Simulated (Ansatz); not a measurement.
**CsK3H4: relaxing a made-up structure**

Starting from a made-up structure for CsK3H4, the aim is the relaxed cell, its shortest contacts and, where a second run follows, its electronic structure.

Main program and level: Ansatz 0.2.0; DFT, PBEsol, plane-wave PAW, files of the set soft_1, scalar-relativistic, no spin, cell and ions relaxed at zero pressure; PAW set soft_1.

**1. The structure**

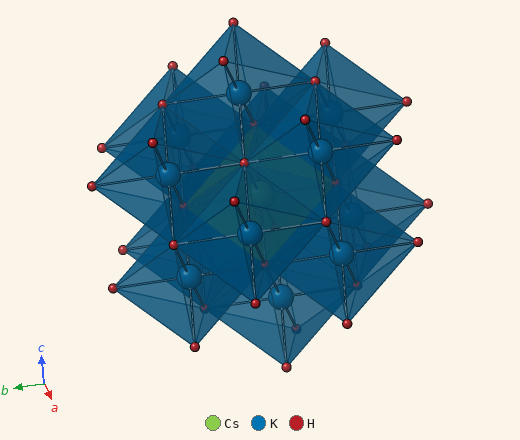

The cell as given, from a free direction (caesium green, potassium blue, hydrogen red). Some periodic images of atoms are drawn too.

**2. Relaxation of the guess**

The guess takes its coordinates from another compound and its volume from a rule, so the cell and any free coordinates are relaxed together.

File input.yaml:

```yaml
crystal:
  lattice:
    - [5.842, 0.0, 0.0]
    - [0.0, 5.842, 0.0]
    - [0.0, 0.0, 5.842]
  atoms:
    - { symbol: Cs, position: [0.5, 0.5, 0.5] }
    - { symbol: K, position: [0.5, 0.0, 0.0] }
    - { symbol: K, position: [0.0, 0.5, 0.0] }
    - { symbol: K, position: [0.0, 0.0, 0.5] }
    - { symbol: H, position: [0.0, 0.5, 0.5] }
    - { symbol: H, position: [0.5, 0.0, 0.5] }
    - { symbol: H, position: [0.5, 0.5, 0.0] }
    - { symbol: H, position: [0.0, 0.0, 0.0] }
kpoints:
  mp_grid: { grid: [5, 5, 5] }
scf:
  occupations: { method: fermi_dirac, width: 0.05 }
hamiltonian:
  xc: pbesol
  pseudopotentials: { kind: paw, azcp: { folder: soft_1 }, xc_functional: pbe }
relax:
  f_tol: 0.015
  max_steps: 70
  cell: {}
output:
  forces: true
  stress: true
```

Command:

```console
$ ansatz run input.yaml --threads 4 --pin off --max-ram 10240MiB --backend cpu --events-out ev --progress --plain --runs-dir out
```

Numbers of over 12 decimals in the logs are rounded to 6 here.

What it wrote:

```text
Engine: ansatz 0.2.0, aarch64-unknown-linux-gnu
Pseudopotentials: kind: paw
Pseudopotential: Cs, paw, valence charge 9, recommended cutoff 420 eV (normal), soft_1/Cs.paw.azcp
Pseudopotential: K, paw, valence charge 9, recommended cutoff 420 eV (normal), soft_1/K.paw.azcp
Pseudopotential: H, paw, valence charge 1, recommended cutoff 420 eV (normal), soft_1/H.paw.azcp
Functional definition: PBEsol
  exchange = pbesol_x
  correlation = pbesol_c
Crystal: 8 atoms, lattice volume = 199.381 Å³
Basis set: ecut = 420 eV, 3887 PW (Γ), exchange–correlation on 80×80×80 points (8 copies of the dense FFT grid, shifted against one another)
Bands: 28, of which v1, the nominal top of the filled ones, is band 20 counted from 1 (19 counted from 0)
Symmetry: 48 space group operations
Space group: Pm-3m (ITA 221), of the structure as read, at distance tolerance 5.8e-5 Å
k-points: 10 of 125
Non-local potential: Cs, projectors of the file, l = 0: 3, l = 1: 2, l = 2: 2, l = 3: 2
Non-local potential: K, projectors of the file, l = 0: 3, l = 1: 2, l = 2: 2
Non-local potential: H, projectors of the file, l = 0: 2, l = 1: 1
PAW form: soft (Blöchl's): semilocal exchange-correlation on the pseudo side does not see the compensation charge
PAW frozen core: Cs, regenerated for the run's functional, and the local potential with it (the file was generated under x = pbe(κ = 0.804, μ = 0.219515), c = pbe(β = 0.066725))
PAW frozen core: K, regenerated for the run's functional, and the local potential with it (the file was generated under x = pbe(κ = 0.804, μ = 0.219515), c = pbe(β = 0.066725))
PAW one-centre angular grid: Cs, 194 points (default); XC on 64 Gauss nodes
PAW one-centre angular grid: K, 110 points (default); XC on 64 Gauss nodes
PAW one-centre angular grid: H, 110 points (default); XC on 64 Gauss nodes
Initial density: superposition of atomic densities (chi_scale 0.1, normalization cell, long waves kept (reshape's long-wave potential 0.01 eV rms))
Initial wavefunctions: pseudopotential atomic-orbital guess
Functional: x = pbesol(κ = 0.804, μ = 0.123457), c = pbesol(β = 0.046)
SCF iter   1: F=—  HF=-10199.577451 eV  |F-HF|=—  |Δ(HF+E_count)|=         —  Δρ=3.94e-2  dr2=4.86e0  ethr=3.10e-3  ⟨swp⟩=10.2  Hψ=1573  notcnv=0
preconditioner: auto → Resta (q_TF=auto, 2.087 Å⁻¹)  ε∞=2.3  [insulator: Δε(μ)=3.838 eV  Ē_g=13.196 eV  σ=0.050 eV  W_gap=1.00  n_scr=26 (ndim 8)  ℏωp=14.9 eV  f_vac=0.000  D(μ)=0.00/eV (n_scr^D=0)  ε∞_Penn≈2.3]
SCF iter   2: F=—  HF=-10198.054683 eV  |F-HF|=—  |Δ(HF+E_count)|=    1.52e0  Δρ=1.34e-2  dr2=7.64e-1  ethr=3.10e-3  ⟨swp⟩=2.4  Hψ=472  notcnv=0  defer=20
SCF iter   3: F=—  HF=-10197.885057 eV  |F-HF|=—  |Δ(HF+E_count)|=   1.70e-1  Δρ=4.26e-3  dr2=2.81e-2  ethr=1.91e-3  ⟨swp⟩=2.3  Hψ=462  notcnv=0  defer=21
SCF iter   4: F=—  HF=-10197.906855 eV  |F-HF|=—  |Δ(HF+E_count)|=   2.18e-2  Δρ=4.88e-4  dr2=8.32e-4  ethr=7.03e-5  ⟨swp⟩=2.0  Hψ=358  notcnv=0  defer=21
SCF iter   5: F=—  HF=-10197.907739 eV  |F-HF|=—  |Δ(HF+E_count)|=   8.83e-4  Δρ=1.32e-4  dr2=2.84e-5  ethr=2.08e-6  ⟨swp⟩=2.9  Hψ=407  notcnv=0  defer=21
SCF iter   6: F=—  HF=-10197.907788 eV  |F-HF|=—  |Δ(HF+E_count)|=   4.95e-5  Δρ=1.90e-5  dr2=7.59e-7  ethr=7.09e-8  ⟨swp⟩=2.0  Hψ=436  notcnv=0  defer=21
SCF iter   7: F=-10197.907789 eV  HF=-10197.907789 eV  |F-HF|=3.92e-8  |Δ(HF+E_count)|=   1.01e-6  Δρ=3.20e-6  dr2=1.94e-8  ethr=2.50e-10  ⟨swp⟩=4.6  Hψ=898  notcnv=0
SCF 1 converged in 7 iterations: F = -10197.907789 eV  dr2 = 1.94e-8
  greatest PAW one-centre occupation: 0.987 electrons in one spin orbital (limit 2), on the K atom at site 3 (counted from 0), in its partial waves of l = 0
relax step   1: F+E_penalty+E_count = -10197.90778921 eV  Δ(F+E_penalty+E_count) = +0.000e0 eV  max|allowed force component| = 9.779e-30 eV/Å  Δτ_max = 0.0000 Å  P = -0.035 GPa  Ω = 199.381 Å³  (7 SCF iters, dr2 threshold 1.00e-7 eV, accepted)
Initial density: handed on by an earlier stage of this run
Initial wavefunctions: pseudopotential atomic-orbital guess (no wavefunctions were taken with the density)
iter 1 solved again at ethr=9.40e-8 eV; its pass at ethr=3.10e-3 eV (dr2=3.76e-5 eV) is discarded
SCF iter   1: F=—  HF=-10197.907811 eV  |F-HF|=—  |Δ(HF+E_count)|=         —  Δρ=3.26e-6  dr2=1.93e-8  ethr=9.40e-8  ⟨swp⟩=3.2  Hψ=2399  notcnv=0
preconditioner: auto → Resta (q_TF=auto, 2.087 Å⁻¹)  ε∞=2.2  [insulator: Δε(μ)=2.671 eV  Ē_g=13.613 eV  σ=0.050 eV  W_gap=1.00  n_scr=26 (ndim 8)  ℏωp=14.9 eV  f_vac=0.013  D(μ)=0.00/eV (n_scr^D=0)  ε∞_Penn≈2.2]
SCF iter   2: F=—  HF=-10197.907789 eV  |F-HF|=—  |Δ(HF+E_count)|=   2.23e-5  Δρ=1.95e-6  dr2=7.07e-9  ethr=4.83e-11  ⟨swp⟩=2.7  Hψ=487  notcnv=0
SCF iter   3: F=—  HF=-10197.907789 eV  |F-HF|=—  |Δ(HF+E_count)|=   1.86e-8  Δρ=5.93e-7  dr2=5.76e-10  ethr=1.77e-11  ⟨swp⟩=2.8  Hψ=448  notcnv=0
SCF iter   4: F=-10197.907789 eV  HF=-10197.907789 eV  |F-HF|=2.33e-10  |Δ(HF+E_count)|=   1.72e-9  Δρ=2.27e-7  dr2=5.81e-11  ethr=1.00e-12  ⟨swp⟩=3.0  Hψ=1131  notcnv=0
SCF 2 converged in 4 iterations: F = -10197.907789 eV  dr2 = 5.81e-11
relax step   2: F+E_penalty+E_count = -10197.90778921 eV  Δ(F+E_penalty+E_count) = -7.814e-9 eV  max|allowed force component| = 1.488e-29 eV/Å  Δτ_max = 0.0000 Å  P = -0.035 GPa  Ω = 199.381 Å³  stress off target by 3.50e-2 GPa  SCF on the basis re-selected at this cell (its energy is not comparable with the rows above)  (4 SCF iters)
basis re-selected at this cell: Δ(F+E_penalty+E_count) = -7.814e-9 eV, ΔP = -0.000 GPa vs the last step (what re-selecting the basis moved, of the pressure what is left beyond the Pulay correction that the steps carried, after the strain that the cell walked since its last selection, with what the two solves' SCF thresholds leave and, on support functions, any second-order correction that the steps lacked; it is no m [...]
SCF converged after 4 iterations
Free energy (F): -10197.907789 eV
Harris-Foulkes:  -10197.907789 eV  (|F-HF|=2.33e-10)
Internal energy: -10197.907789 eV  (E = F + TS)
E sigma→0 (E₀):  -10197.907789 eV
Fermi energy:    3.583937 eV
--- Per-component energies (eV) ---
  E_band       = -412.410529
  E_kinetic    = 957.424330
  E_local      = -2125.834277  (includes V_loc(G=0)·N_el)
  E_nonlocal   = 66.635204
  E_hartree    = 731.860281
  E_xc         = -613.239696
  E_vxc        = -674.182371  (∫ρ·V_xc dr)
  E_paw        = -7265.158670  (= ΣΔE_a)
  E_vpaw       = -100.170491  (= ΣTr[D̂ρ^β])
  E_aug_tail   = -0.003328  (compensation charges beyond the density's cutoff)
  E_ewald      = -1950.059453
  E_core_change = 0.467820  (= ΣΔE_core)
  E_smearing   = -0.000000  (= −TS)
  E_closure    = 0.000000  (closes the sum)
  Σ components = -10197.907789   (vs F -10197.907789, Δ=0.00e0)
--- Forces (eV/Å), atoms counted from 1 ---
  atom   1  Cs    -0.00000000    -0.00000000    -0.00000000
  atom   2  K     -0.00000000    -0.00000000    -0.00000000
  atom   3  K      0.00000000    -0.00000000    -0.00000000
  atom   4  K      0.00000000     0.00000000     0.00000000
  atom   5  H      0.00000000     0.00000000     0.00000000
  atom   6  H     -0.00000000    -0.00000000     0.00000000
  atom   7  H      0.00000000     0.00000000    -0.00000000
  atom   8  H     -0.00000000     0.00000000     0.00000000
  max |Σ_I F_I| component: 3.25e-29 eV/Å
--- Stress (GPa, compression-positive) ---
       -0.035027      -0.000000       0.000000
       -0.000000      -0.035027       0.000000
        0.000000       0.000000      -0.035027
  P = ⅓ Tr σ = -0.0350 GPa (-0.350 kbar)
--- Relaxed structure (1 steps of the walk, 1 accepted, 1 SCFs on fresh bases) ---
  F+E_penalty+E_count = -10197.90778921 eV   max|allowed force component| = 1.488e-29 eV/Å   (the final SCF, on the basis selected at the relaxed cell)
  cell:  # Å, volume = 199.3814 Å³
    - [5.842, 0.0, 0.0]
    - [0.0, 5.842, 0.0]
    - [0.0, 0.0, 5.842]
  atoms:
    - { symbol: Cs, position: [0.5, 0.5, 0.5] }
    - { symbol: K, position: [0.5, 0.0, 0.0] }
    - { symbol: K, position: [0.0, 0.5, 0.0] }
    - { symbol: K, position: [0.0, 0.0, 0.5] }
    - { symbol: H, position: [0.0, 0.5, 0.5] }
    - { symbol: H, position: [0.5, 0.0, 0.5] }
    - { symbol: H, position: [0.5, 0.5, 0.0] }
    - { symbol: H, position: [0.0, 0.0, 0.0] }
```

The job ended after 2.6 s (4 threads of Arm Neoverse V1, shared host; peak memory 0.49 GiB).

Little changed from the start: no atom moved by 0.005 Å and no cell edge by 0.1 %.

This step gave:

```
free energy         : -10197.9078 eV
Fermi energy        : 3.584 eV
gap by band count   : 2.671 eV
electrons           : 40
symmetry operations : 48
pressure            : -0.03503 GPa
```

Shortest distances by pair of elements, guess and relaxed (not always the same contact):

```csv
pair,guess (Å),relaxed (Å)
Cs–H,2.921,2.921
H–K,2.921,2.921
Cs–K,4.131,4.131
K–K,4.131,4.131
H–H,4.131,4.131
```

**3. What came out**

| Quantity | Value |
| --- | --- |
| space group, relaxed | Pm-3m |
| conventional cell | a = 5.842, b = 5.842, c = 5.842 Å; α = 90.0°, β = 90.0°, γ = 90.0° |
| volume per atom | 24.92 Å³ (guess 24.92) |

What this shows: CsK3H4 relaxes to Pm-3m with a = 5.842, b = 5.842 and c = 5.842 Å. The guessed volume was near the relaxed one. The space group Pm-3m was held in the relaxation, so the end point is a stationary structure within it and may be a saddle against distortions or other arrangements. Mesh and cutoff weren't tested. Spin-orbit coupling is left out, which can matter for elements this heavy. No dispersion term is used, so weakly bound directions may come out too long. Nothing here tests whether the compound is stable against decomposition.

[Logs are printed without paths, hosts, clocks, repeated set-up lines and the standing remarks that a program may print on its own settings, such as how far it seeks lower states.]

[Hosts, paths, dates, database ids (printed as entryN), source tags and the programs' standing remarks are cut or masked in the printed files.]
